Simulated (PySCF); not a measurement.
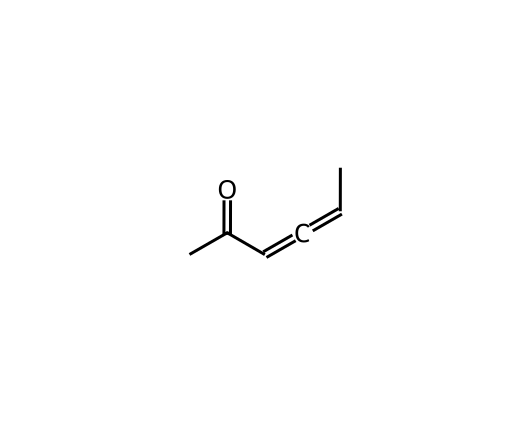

Question: Transcribe the drawing into SMILES.

Answer: CC=C=CC(C)=O

Question: Give the formula, hydrogens included.

Answer: C6H8O.

Question: An optimisation with GFN2-xTB gave a structure of which point group?

Answer: C1. Other conformers may differ.

The parts below concern this one geometry. Atoms keep their numbers from picture to picture. The geometry was computed by an optimisation with GFN2-xTB. No frequency run is at hand to confirm it as a minimum.

Geometry

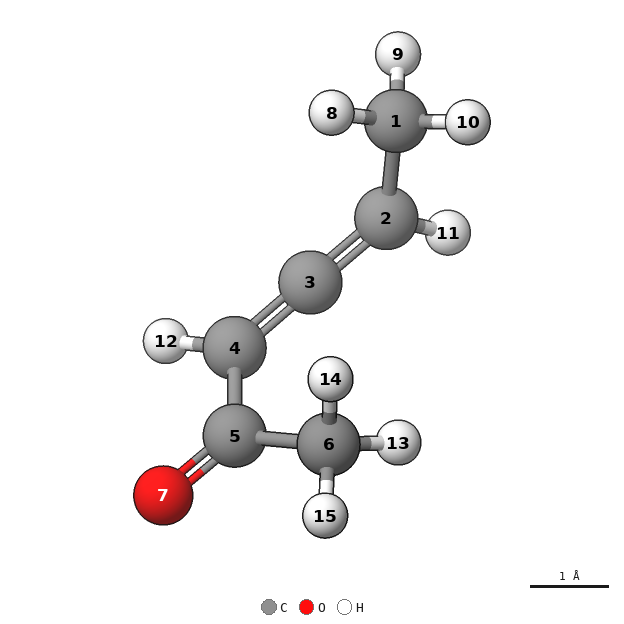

Atoms carry their numbers in the input. No frequency run is at hand to confirm it as a minimum.

Which atoms are bonded, and how long are the bonds?

```
  bond  length (Å)   order
 C1–C2       1.499  single
 C1–H8       1.087  single
 C1–H9       1.089  single
C1–H10       1.090  single
 C2–C3       1.294  double
C2–H11       1.083  single
 C3–C4       1.305  double
 C4–C5       1.476  single
C4–H12       1.083  single
 C5–C6       1.509  single
 C5–O7       1.209  double
C6–H13       1.087  single
C6–H14       1.088  single
C6–H15       1.087  single
```

Excitation

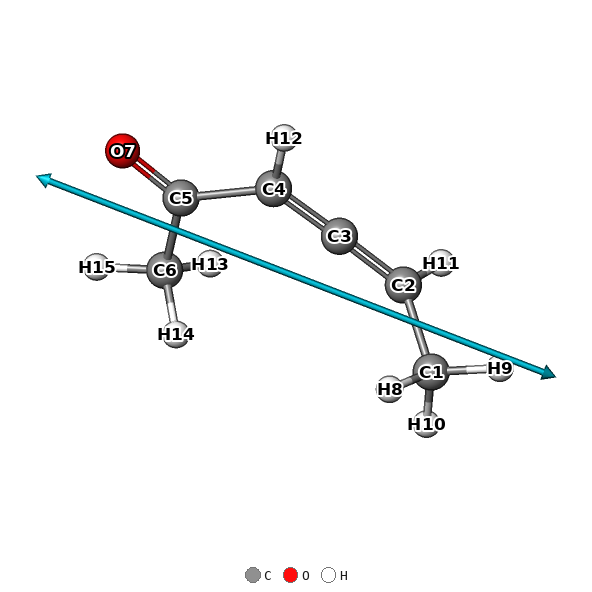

The double arrow shows the direction of the transition dipole to excited singlet state 3 (its length means nothing). No frequency run is at hand to confirm it as a minimum. Level of theory: TDDFT PBE0/def2-SVPD, vertical, gas phase, core orbitals frozen in the response (PySCF 2.14.0).

Question: How is the transition polarised?

Answer: Close to the long direction C1···O7.

Question: Give its energy, strength and character.

Answer: 5.91 eV (210 nm), oscillator strength 0.11, mainly HOMO−1 → LUMO (weight 0.60); transition dipole 2.17 D.

Quadrupole coupling

No frequency run is at hand to confirm it as a minimum. Electric field gradients from the ground-state density, PBE0/pcSseg-1 (PySCF 2.14.0), non-relativistic apart from any core potentials.

Give the largest field-gradient component, the quadrupole coupling constant and the asymmetry for 17O at O7 (Q = −25.6 mb).

```
atom  V_zz (a.u.)  e²qQ/h (MHz)     η
  O7       −2.013         12.11  0.45
```

NMR shielding

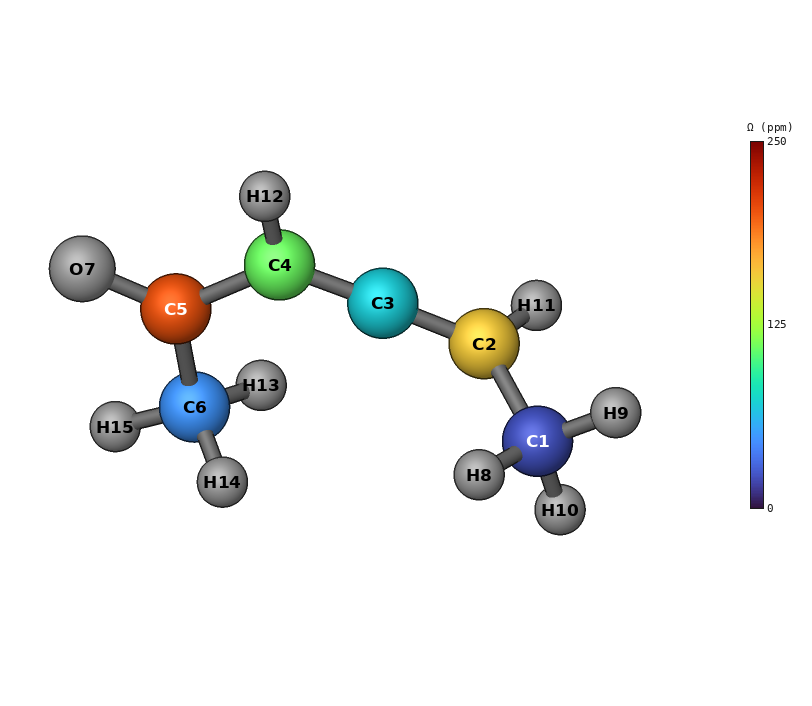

The C atoms are coloured by the span of their shielding tensor. No frequency run is at hand to confirm it as a minimum. Level of theory: GIAO PBE0/pcSseg-1 NMR shielding, non-relativistic, gas phase (PySCF 2.14.0). Principal shieldings σ11 ≤ σ22 ≤ σ33, span Ω = σ33 − σ11, skew κ = 3(σiso − σ22)/Ω.

Question: Which C atom has the most anisotropic shielding?

Answer: C5, with a span of 203 ppm.

Give the shielding tensors of the C atoms.

| atom | σ11 | σ22 | σ33 | σiso | Ω | κ |
| --- | --- | --- | --- | --- | --- | --- |
| C1 | 160.8 | 164.7 | 183.4 | 169.7 | 22.6 | 0.65 |
| C2 | 3.1 | 107.0 | 163.1 | 91.1 | 160.0 | −0.30 |
| C3 | −74.4 | −41.3 | −3.8 | −39.8 | 70.5 | 0.06 |
| C4 | 23.0 | 102.9 | 132.6 | 86.2 | 109.6 | −0.46 |
| C5 | −101.5 | −41.8 | 101.4 | −14.0 | 202.9 | 0.41 |
| C6 | 139.2 | 144.5 | 188.0 | 157.2 | 48.7 | 0.78 |

Shieldings and span in ppm.
